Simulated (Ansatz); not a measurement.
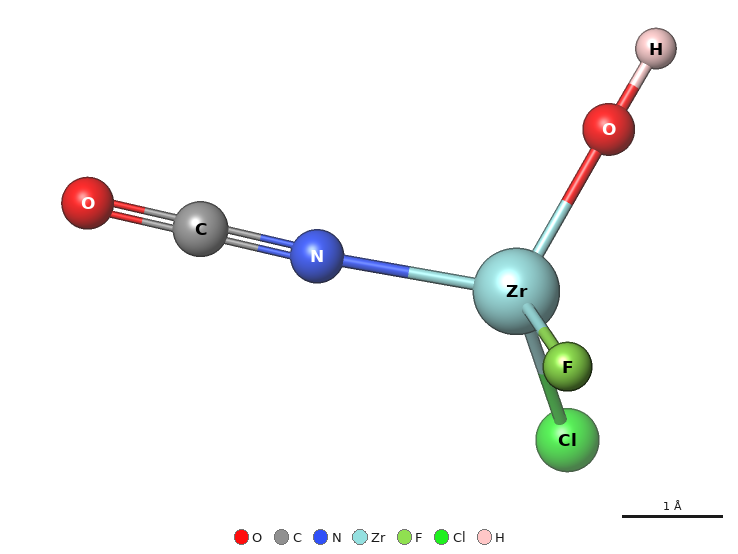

Distant atoms are faded towards the background colour. The species is neutral and a spin singlet. Computed geometry: PBE0-D4/def2-TZVP optimisation. Masses are those of the most abundant isotopes; constants are for the rigid equilibrium geometry.

Q: Classify the rotor and give the rotational constants (MHz).

A: An asymmetric top (C1): A = 1882, B = 854, C = 740 MHz. Ray's parameter κ is −0.80, nearer the prolate limit.
